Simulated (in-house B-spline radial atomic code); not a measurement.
I⁷⁺ (Z = 53, 46 electrons); electrons: [Kr] 4d10. Theory: non-relativistic Hartree-Fock, average of configuration, point nucleus, basis-set limit (computed with an in-house B-spline radial code).

```
Z = 53
electrons = 46.0
configuration = [Kr] 4d10
hamiltonian = nr
method = hf
spin_polarised = False
```

Wanted: the electron density ρ(r) on a logarithmic scale.

The density falls from 100000 electrons/bohr³ at the inner end (r = 0.00038 bohr) to 0.001 at r = 2.31 bohr, a common measure of the size of an atom or ion. At the nucleus d ln ρ/dr is −110 per bohr, near the cusp value −2Z = −106. The steps in the slope mark the shells; the radial density has its minima at 0.039, 0.17 and 0.52 bohr.

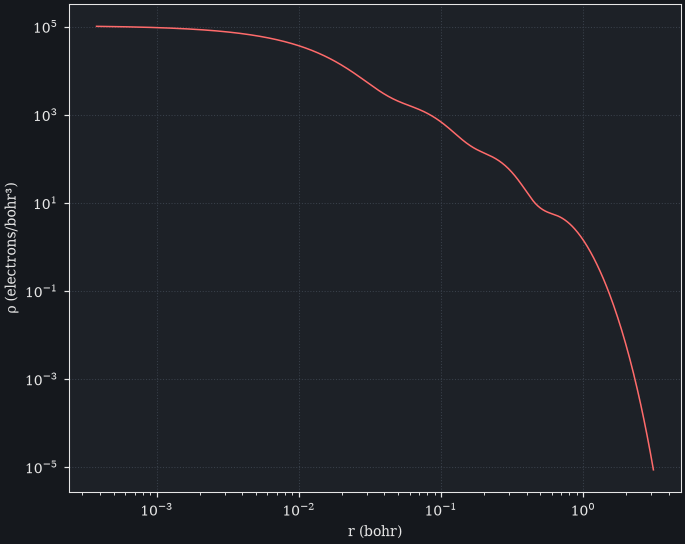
